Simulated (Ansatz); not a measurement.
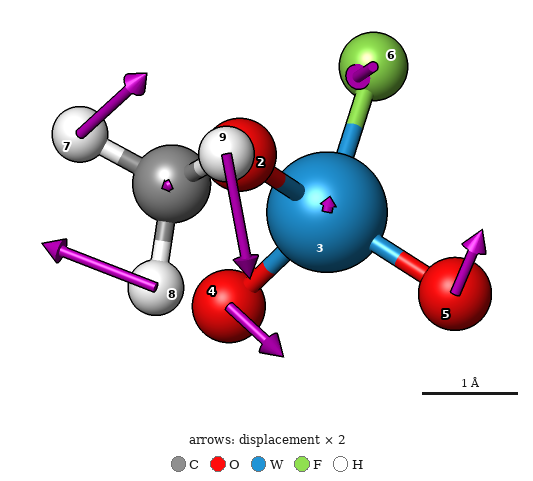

A relaxation of CH3FO3W. The starting structure is drawn; purple arrows show the displacements, magnified 2 times. The two geometries are superimposed by the best rigid fit.

Style: ball-and-stick. Shown from a free direction.

The run prepares the start of a later molecular dynamics calculation, from a guessed geometry.

These are results of Ansatz 0.2.0, RKS PBE/def2-SVP, not measurements. Set-up: no spin polarisation; force threshold 0.02 eV/Å; at most 40 steps.

Which element moves most?

Hydrogen: up to 0.69 Å, against 0.43 Å for oxygen.

Describe the change and its energy.

Over 14 accepted moves (15 points after the start) the energy falls by 5.32 kcal/mol. The largest force component goes from 2.3 to 0.019 eV/Å. The line search rejected the trial step at point 8 of the run. The forces were under the threshold at step 12, but the run went on from there. The largest moves after the best rigid fit, 0.69 Å, are those of H atoms. By element the largest moves are H 0.69 Å, O 0.43 Å, F 0.35 Å, W 0.09 Å, C 0.06 Å. Among the contacts that change: O–W 1.822 → 1.868 Å, O–W 1.691 → 1.724 Å, F–W 1.864 → 1.886 Å, C–H 1.098 → 1.111 Å. Among the angles between lasting bonds that change: O–W–F 105.2° → 113.1°, O–W–O 111.3° → 105.6°, C–O–W 148.1° → 145.1°. Groups turn about C–O by about 50°.
